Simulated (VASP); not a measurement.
Band structure of RuAs (relaxed from the CsCl type structure, space group Pm-3m). Calculation: r2SCAN meta-GGA, VASP's PBE PAW potentials (set 64) (plane waves; VASP).

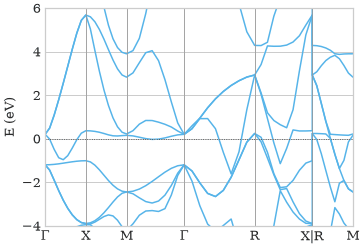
Bands along high-symmetry lines, zero at the valence-band maximum or, without a gap, the Fermi level

### Question
Read the plot: is there a gap, and where are the band edges?

### Answer
It has no gap at this level: it comes out as a metal or semimetal.

The structure was generated: RuAs was put into the CsCl type type (Pm-3m), which need not be its known phase. It was relaxed first, which changed the volume by -30 %. The electron count is odd and the run is not spin-polarised, which forces a metal.
